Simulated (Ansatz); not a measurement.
# VOCl (Pmmn): Hubbard U and Hund's J by constrained RPA

Aim: U, U′ and J for the V d shell of VOCl (Pmmn).

Main program and level: Ansatz 0.2.0; non-magnetic LDA, then constrained RPA, plane waves, PAW.

### 1. The structure

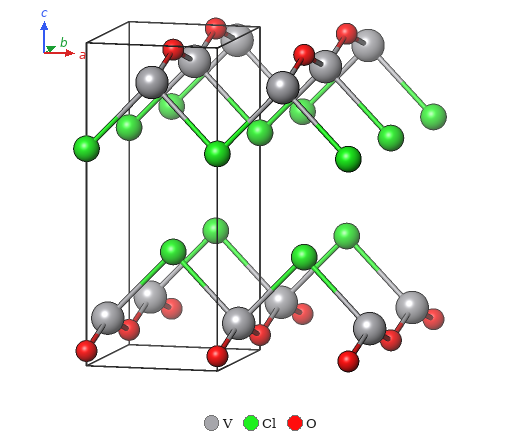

Start, viewed slightly off an axis; vanadium grey, chlorine green, oxygen red. 2×2×1 cells are drawn. Some periodic images of atoms are drawn too.

The cell and positions come from the Crystallography Open Database and are kept as given unless a step says otherwise. The program's search for lower electronic states was switched off, so nothing shows that the state found is the lowest. The default PAW set here is soft_2. Its files were made with PBE.

### 2. LDA bands and orbital weights

This step: DFT, LDA, plane waves, PAW.

Contents of input.yaml:

```yaml
crystal:
  lattice:
    - [0.0, 0.0, 3.3]
    - [0.0, -3.78, 0.0]
    - [7.91, 0.0, 0.0]
  atoms:
    - { symbol: V, position: [0.0, 0.5, 0.1148] }
    - { symbol: V, position: [0.5, 0.0, 0.8852] }
    - { symbol: Cl, position: [0.5, 0.5, 0.3279] }
    - { symbol: Cl, position: [0.0, 0.0, 0.6721] }
    - { symbol: O, position: [0.5, 0.5, 0.9542] }
    - { symbol: O, position: [0.0, 0.0, 0.0458] }
kpoints:
  mp_grid: { grid: [12, 8, 4] }
  band_path:
    path:
      - [[0.0, 0.0, 0.0], [0.5, 0.0, 0.0], [0.5, 0.5, 0.0], [0.0, 0.5, 0.0], [0.0, 0.0, 0.0], [0.0, 0.0, 0.5], [0.5, 0.0, 0.5], [0.5, 0.5, 0.5], [0.0, 0.5, 0.5], [0.0, 0.0, 0.5]]
      - [[0.5, 0.0, 0.0], [0.5, 0.0, 0.5]]
      - [[0.0, 0.5, 0.0], [0.0, 0.5, 0.5]]
      - [[0.5, 0.5, 0.0], [0.5, 0.5, 0.5]]
    npoints: 10
hamiltonian:
  xc: lda
scf:
  occupations: { method: gaussian, width: 0.08 }
  n_extra_bands: 24
  max_iter: 150
  lower_state_search: "off"
output:
  eigenvalues: true
  fatbands: true
  write_density: true
  write_potential: true
  elf: true
  volumetric_format: npy
```

Started as:

```sh
ansatz run input.yaml --threads 4 --pin off --max-ram 14745MiB --backend cpu --events-out ev --progress --plain --runs-dir out
```

Numbers of over 12 decimals in the logs are rounded to 6 here.

The log of the run:

```text
scf.n_extra_bands = 24 over 26 filled bands (N_el = 52.0): the run solves 50 bands
Engine: ansatz 0.2.0, aarch64-unknown-linux-gnu
Pseudopotentials: kind: paw
Pseudopotential: V, paw, valence charge 13, recommended cutoff 420 eV (normal), V.paw.azcp
Pseudopotential: Cl, paw, valence charge 7, recommended cutoff 420 eV (normal), Cl.paw.azcp
Pseudopotential: O, paw, valence charge 6, recommended cutoff 420 eV (normal), O.paw.azcp
Functional definition: SPW92
  exchange = slater_x
  correlation = pw_c
Crystal: 6 atoms, lattice volume = 98.669 Å³
Basis set: ecut = 420 eV, 1957 PW (Γ)
Bands: 50, of which v1, the nominal top of the filled ones, is band 26 counted from 1 (25 counted from 0)
Symmetry: 8 space group operations
Space group: Pmmn (ITA 59), of the structure as read, at distance tolerance 4.6e-5 Å
k-points: 105 of 384
Non-local potential: V, projectors of the file, l = 0: 3, l = 1: 2, l = 2: 3, l = 3: 1
Non-local potential: Cl, projectors of the file, l = 0: 2, l = 1: 2, l = 2: 2
Non-local potential: O, projectors of the file, l = 0: 2, l = 1: 2, l = 2: 1
PAW form: soft (Blöchl's): semilocal exchange-correlation on the pseudo side does not see the compensation charge
PAW frozen core: V, regenerated for the run's functional, and the local potential with it (the file was generated under x = pbe(κ = 0.804, μ = 0.219515), c = pbe(β = 0.066725))
PAW frozen core: Cl, regenerated for the run's functional, and the local potential with it (the file was generated under x = pbe(κ = 0.804, μ = 0.219515), c = pbe(β = 0.066725))
PAW frozen core: O, regenerated for the run's functional, and the local potential with it (the file was generated under x = pbe(κ = 0.804, μ = 0.219515), c = pbe(β = 0.066725))
PAW one-centre angular grid: V, 590 points (default); XC on 64 Gauss nodes
PAW one-centre angular grid: Cl, 110 points (default); XC on 64 Gauss nodes
PAW one-centre angular grid: O, 110 points (default); XC on 64 Gauss nodes
Initial density: superposition of atomic densities (neutral atoms: chi_scale 0, normalization atom), corrected by the library's trained network
Initial wavefunctions: pseudopotential atomic-orbital guess
Functional: x = slater, c = lda
SCF iter   1: F=—  HF=-8924.243661 eV  |F-HF|=—  |Δ(HF+E_count)|=         —  Δρ=1.27e-2  dr2=1.31e-1  ethr=1.77e-3  ⟨swp⟩=5.5  Hψ=22429  notcnv=0  defer=751
preconditioner: auto → LDOS  [metal: Δε(μ)=0.009 eV  Ē_g=14.773 eV  σ=0.080 eV  W_gap=0.06  n_scr=22 (ndim 8)  ℏωp=22.4 eV  f_vac=0.122  D(μ)=8.30/eV (n_scr^D=92)  β→1.0]
SCF iter   2: F=—  HF=-8924.224235 eV  |F-HF|=—  |Δ(HF+E_count)|=   1.94e-2  Δρ=9.99e-3  dr2=3.83e-2  ethr=2.52e-4  ⟨swp⟩=2.4  Hψ=9014  notcnv=0  defer=1671
SCF iter   3: F=—  HF=-8924.210928 eV  |F-HF|=—  |Δ(HF+E_count)|=   1.33e-2  Δρ=3.07e-3  dr2=5.46e-3  ethr=7.36e-5  ⟨swp⟩=2.0  Hψ=6812  notcnv=0  defer=1671
SCF iter   4: F=—  HF=-8924.209444 eV  |F-HF|=—  |Δ(HF+E_count)|=   1.48e-3  Δρ=5.29e-4  dr2=4.21e-4  ethr=1.05e-5  ⟨swp⟩=1.2  Hψ=3615  notcnv=0  defer=1671
SCF iter   5: F=—  HF=-8924.209370 eV  |F-HF|=—  |Δ(HF+E_count)|=   7.47e-5  Δρ=2.21e-4  dr2=6.65e-5  ethr=8.10e-7  ⟨swp⟩=2.5  Hψ=5759  notcnv=0  defer=1671
SCF iter   6: F=—  HF=-8924.209363 eV  |F-HF|=—  |Δ(HF+E_count)|=   6.62e-6  Δρ=8.11e-5  dr2=1.10e-5  ethr=1.28e-7  ⟨swp⟩=2.1  Hψ=4006  notcnv=0  defer=1671
SCF iter   7: F=—  HF=-8924.209361 eV  |F-HF|=—  |Δ(HF+E_count)|=   1.73e-6  Δρ=3.83e-5  dr2=1.49e-6  ethr=2.12e-8  ⟨swp⟩=2.0  Hψ=4634  notcnv=0  defer=1671
SCF iter   8: F=—  HF=-8924.209361 eV  |F-HF|=—  |Δ(HF+E_count)|=   1.83e-7  Δρ=1.40e-5  dr2=1.00e-7  ethr=2.87e-9  ⟨swp⟩=2.5  Hψ=5084  notcnv=0  defer=1671
SCF iter   9: F=-8924.209361 eV  HF=-8924.209361 eV  |F-HF|=9.51e-10  |Δ(HF+E_count)|=   1.28e-8  Δρ=4.49e-6  dr2=9.05e-9  ethr=1.92e-10  ⟨swp⟩=10.0  Hψ=22623  notcnv=0
SCF 1 converged in 9 iterations: F = -8924.209361 eV  dr2 = 9.05e-9
  greatest PAW one-centre occupation: 1.000 electrons in one spin orbital (limit 2), on the V atom at site 1 (counted from 0), in its partial waves of l = 0
NSCF: frozen V_eff on 124 k-points
SCF converged after 9 iterations
Free energy (F): -8924.209361 eV
Harris-Foulkes:  -8924.209361 eV  (|F-HF|=9.51e-10)
Internal energy: -8924.180886 eV  (E = F + TS)
E sigma→0 (E₀):  -8924.195123 eV
Entropy (-TS):   -0.028475 eV (-4.746 meV/atom)
Fermi energy:    7.598540 eV
--- Per-component energies (eV) ---
  E_band       = -602.314442
  E_kinetic    = 1334.934490
  E_local      = -6492.437640  (includes V_loc(G=0)·N_el)
  E_nonlocal   = 77.936758
  E_hartree    = 2846.970561
  E_xc         = -611.366437
  E_vxc        = -753.724473  (∫ρ·V_xc dr)
  E_paw        = -3665.623142  (= ΣΔE_a)
  E_vpaw       = -462.968794  (= ΣTr[D̂ρ^β])
  E_aug_tail   = 0.005749  (compensation charges beyond the density's cutoff)
  E_ewald      = -2415.868349
  E_core_change = 1.267126  (= ΣΔE_core)
  E_smearing   = -0.028475  (= −TS)
  E_closure    = 0.000000  (closes the sum)
  Σ components = -8924.209361   (vs F -8924.209361, Δ=0.00e0)
--- Band table (eV; the first three rows and the last of 105) ---
  k-point 0: bands = [... 22 lower, 4.0239, 4.3837, 6.7707, 7.2520, 7.2774, 7.7074, 8.5039, 8.8402, ... 20 higher]
  k-point 1: bands = [... 22 lower, 3.9928, 4.3323, 6.7708, 7.2611, 7.2867, 7.7073, 8.4665, 8.8767, ... 20 higher]
  k-point 2: bands = [... 22 lower, 3.9911, 4.2676, 6.7709, 7.2698, 7.2955, 7.7071, 8.4347, 8.9074, ... 20 higher]
  k-point 104: bands = [... 22 lower, 3.6249, 3.6249, 7.4215, 7.4215, 7.7946, 7.7946, 8.1957, 8.1957, ... 20 higher]
```

Elapsed: 13 s, on 4 threads of Arm Neoverse V1, shared host; peak memory 0.73 GiB.

In the SCF lines HF is the Harris–Foulkes energy and dr2 the Hartree energy of the density residual, in eV; the loop may stop once dr2 is under the threshold and the program's other checks hold. Hψ counts applications of the Hamiltonian.

Electronic bands along the path, in eV, zero at the Fermi level:

```csv
point,band 23,band 24,band 25,band 26,band 27,band 28,band 29,band 30
Γ,-3.57,-3.21,-0.83,-0.35,-0.32,0.11,0.91,1.24
X,-3.37,-3.37,-0.05,-0.05,0.18,0.18,0.59,0.59
S,-4.09,-4.09,-0.15,-0.15,0.17,0.17,0.65,0.65
Y,-3.71,-3.71,-0.51,-0.51,0.32,0.32,0.56,0.56
Γ,-3.57,-3.21,-0.83,-0.35,-0.32,0.11,0.91,1.24
Z,-3.61,-3.33,-0.83,-0.33,-0.30,0.11,0.84,1.31
U,-3.37,-3.37,-0.05,-0.05,0.17,0.17,0.60,0.60
R,-3.97,-3.97,-0.18,-0.18,0.20,0.20,0.60,0.60
T,-3.44,-3.44,-0.53,-0.53,0.31,0.31,0.50,0.50
Z,-3.61,-3.33,-0.83,-0.33,-0.30,0.11,0.84,1.31
jump to X,-3.37,-3.37,-0.05,-0.05,0.18,0.18,0.59,0.59
U,-3.37,-3.37,-0.05,-0.05,0.17,0.17,0.60,0.60
jump to Y,-3.71,-3.71,-0.51,-0.51,0.32,0.32,0.56,0.56
T,-3.44,-3.44,-0.53,-0.53,0.31,0.31,0.50,0.50
jump to S,-4.09,-4.09,-0.15,-0.15,0.17,0.17,0.65,0.65
R,-3.97,-3.97,-0.18,-0.18,0.20,0.20,0.60,0.60
```

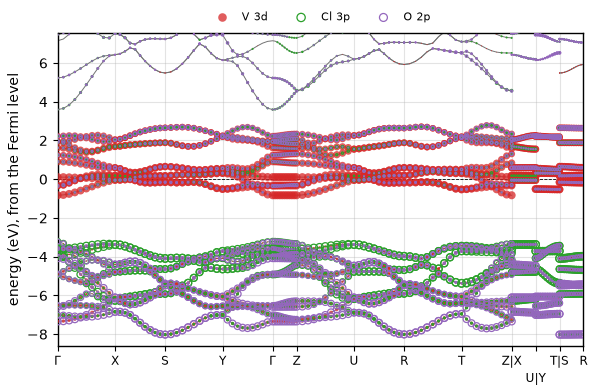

Electronic bands along the path; dots are coloured as in the legend, and their area grows with the weight.

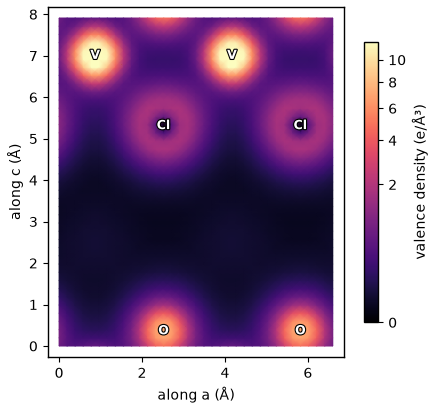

Valence density in the ac plane at fractional y = 0.000, with atoms of V and Cl and O within 0.2 Å of it. It is the smooth field of the valence electrons, not physical close to the nuclei. The map starts off the cell's origin, so that atoms lie inside it. The colour scale is stretched toward low values.

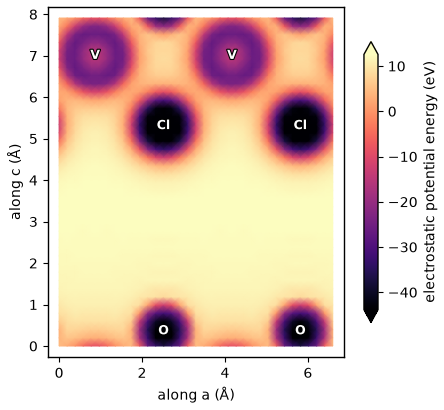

Electrostatic potential energy in the ac plane at fractional y = 0.000, with atoms of V and Cl and O within 0.2 Å of it. With pseudopotentials it is smooth inside the atoms' cores, unlike the true potential. The map starts off the cell's origin, so that atoms lie inside it.

### 3. Constrained RPA: V d, bands v2 to c8, 6×4×2 mesh, medium accuracy

Constrained RPA screens the interaction with every transition except those inside the target bands, which a later many-body model would treat itself.

This step: constrained RPA on LDA, plane waves, PAW.

input.yaml, the sections that differ from step 2:

```yaml
kpoints:
  mp_grid: { grid: [12, 8, 4] }
output:
  crpa:
    kmesh: [6, 4, 2]
    target_bands: [v2, c8]
    projections: [{ species: V, l: d, shell: 3 }]
  local_orbitals:
    kmesh: [12, 8, 4]
    orbitals: [{ species: V, l: d, shell: 3 }]
    window: { bands: [v2, c8] }
    seedname: lo
# crystal, hamiltonian, scf: as in step 2
```

The log of the run:

```text
[...]
Crystal: 6 atoms, lattice volume = 98.669 Å³
Basis set: ecut = 420 eV, 1957 PW (Γ)
Bands: 50, of which v1, the nominal top of the filled ones, is band 26 counted from 1 (25 counted from 0)
Symmetry: 8 space group operations
[...]
k-points: 105 of 384
[...]
SCF iter   1: F=—  HF=-8924.243660 eV  |F-HF|=—  |Δ(HF+E_count)|=         —  Δρ=1.27e-2  dr2=1.31e-1  ethr=1.77e-3  ⟨swp⟩=5.5  Hψ=22429  notcnv=0  defer=751
[...]
SCF iter   8: F=-8924.209361 eV  HF=-8924.209361 eV  |F-HF|=6.08e-8  |Δ(HF+E_count)|=   1.83e-7  Δρ=1.40e-5  dr2=9.96e-8  ethr=1.92e-10  ⟨swp⟩=9.2  Hψ=24979  notcnv=0
SCF 1 converged in 8 iterations: F = -8924.209361 eV  dr2 = 9.96e-8
[...]
NSCF: frozen V_eff on 109 k-points
[...]
cRPA screening: q 1/48
cRPA screening: q 2/48
cRPA screening: q 3/48
cRPA screening: q 5/48 (q-point 4)
cRPA screening: q 7/48 (q-point 5)
cRPA screening: q 8/48 (q-point 6)
cRPA screening: q 9/48
cRPA screening: q 11/48 (q-point 10)
cRPA screening: q 13/48 (q-point 11)
cRPA screening: q 15/48 (q-point 12)
cRPA screening: q 17/48 (q-point 13)
cRPA screening: q 19/48 (q-point 14)
cRPA screening: q 21/48 (q-point 15)
cRPA screening: q 23/48 (q-point 16)
cRPA screening: q 25/48 (q-point 17)
cRPA screening: q 27/48 (q-point 18)
cRPA screening: q 29/48 (q-point 19)
cRPA screening: q 31/48 (q-point 20)
cRPA screening: q 33/48 (q-point 21)
cRPA screening: q 35/48 (q-point 22)
cRPA screening: q 37/48 (q-point 23)
cRPA screening: q 39/48 (q-point 24)
cRPA screening: q 41/48 (q-point 25)
cRPA screening: q 42/48 (q-point 26)
cRPA screening: q 43/48 (q-point 27)
cRPA screening: q 45/48 (q-point 28)
cRPA screening: q 47/48 (q-point 29)
cRPA screening: q 48/48 (q-point 30)
SCF converged after 8 iterations
Free energy (F): -8924.209361 eV
[...]
Internal energy: -8924.180892 eV  (E = F + TS)
E sigma→0 (E₀):  -8924.195127 eV
Entropy (-TS):   -0.028469 eV (-4.745 meV/atom)
Fermi energy:    7.598471 eV
[...]
--- Band table (eV; the first three rows and the last of 105) ---
  k-point 0: bands = [... 22 lower, 4.0239, 4.3837, 6.7707, 7.2519, 7.2772, 7.7074, 8.5038, 8.8401, ... 20 higher]
  k-point 1: bands = [... 22 lower, 3.9928, 4.3323, 6.7708, 7.2610, 7.2865, 7.7073, 8.4664, 8.8766, ... 20 higher]
  k-point 2: bands = [... 22 lower, 3.9911, 4.2676, 6.7709, 7.2697, 7.2953, 7.7071, 8.4346, 8.9073, ... 20 higher]
  k-point 104: bands = [... 22 lower, 3.6249, 3.6249, 7.4214, 7.4214, 7.7945, 7.7945, 8.1957, 8.1957, ... 20 higher]
--- cRPA (band scheme, projected local orbitals): target bands 25..34 (1-based), 10 Wannier function(s), 6×4×2 mesh, 68 bands' worth read of 73 solved, ecut_chi 136.0 eV, v(q+G=0) probe_charge, pair densities all_electron ---
  χ-basis size per q: N_G = 344..378
  window electrons = 4.0000, filled by tetrahedron_uncorrected; constrained ε̄⁻¹(q = 0, 0) head = 0.256117; min gauge Gram eig = 0.6059
  Kanamori averages over each shell's own Wannier functions (sites counted from 0, functions from 1):
  Each shell's averages of U are screened by what lies outside the whole window alone: parameters of one model of all the shells.
    Site 0, 3D, 5 of 5 d orbitals (Wannier functions 1, 2, 3, 4, 5; wannier90's mr 1, 2, 3, 4, 5):
      screened: U = 4.2048 eV, U' = 3.3510 eV, J = 0.4198 eV
      screened, to within: U = 6.3e-3 eV, U' = 6.3e-3 eV, J = 5.7e-4 eV
      bare: V = 16.4620 eV, V' = 15.3408 eV, J = 0.5474 eV
[...]
screened: U = 4.2048 eV, U' = 3.3510 eV, J = 0.4198 eV
      screened, to within: U = 6.3e-3 eV, U' = 6.3e-3 eV, J = 5.7e-4 eV
      bare: V = 16.4620 eV, V' = 15.3408 eV, J = 0.5474 eV
  Hermiticity witness max|P − P†| over intra, direct and exchange elements: 1.42e-14 eV (screened), 5.67e-17 eV (bare)
  Reality witness max|Im| over intra, direct and exchange elements: 9.49e-9 eV (screened), 4.48e-12 eV (bare)
```

Elapsed: 14 min, on 4 threads; peak memory 0.86 GiB.

Numbers from this step:

```yaml
u: 4.205 eV
u_prime_inter_orbital: 3.351 eV
j: 0.4198 eV
bare_v: 16.46 eV
bare_j: 0.5474 eV
stated_bound_on_u: 0.006248 eV
u_over_bare_v: 0.2554
electrons_in_the_window: 4.000
head_of_the_constrained_inverse_dielectric_matrix: 0.2561
least_eigenvalue_of_the_projection_s_overlap: 0.6059
target_functions: 10
bands_in_the_sums: 68
r_m_s_miss_of_the_model_bands: 1.03e-4 eV
width_of_the_target_bands: 3.627 eV
weight_of_the_projected_orbitals_in_the_window: 0.8079
```

On the V d shell, screening brings the on-site interaction from 16.5 eV down to U = 4.20 eV.

[end of part 1 of 2]

[Paths, hosts, dates, memory and timing lines, banners, echoed tables and standing remarks are left out of the program output.]

[Logs are printed without paths, hosts, clocks, repeated set-up lines and the standing remarks that a program may print on its own settings, such as how far it seeks lower states.]

[Runs of the session that timed out or met a known fault of the program may be left out.]

[Hosts, paths, dates, database ids (printed as entryN), source tags and the programs' standing remarks are cut or masked in the printed files.]
